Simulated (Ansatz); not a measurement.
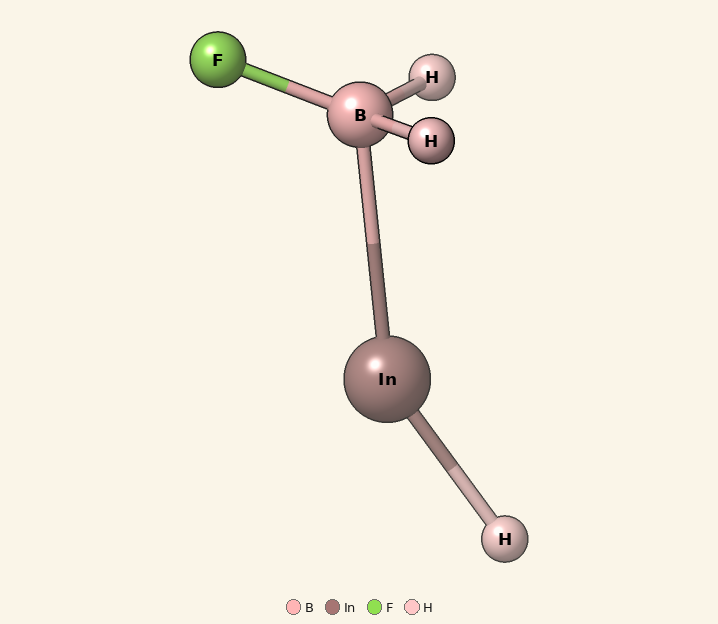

Atoms fade into the background with distance from the viewer. Computed geometry: PBE0-D4/def2-TZVP optimisation. No frequency run is at hand to confirm it as a minimum.

> List the symmetry elements and name the point group.

It has 1 mirror plane, so the point group is Cs. The group has 2 operations. The geometry is achiral, and symmetry allows a dipole moment.
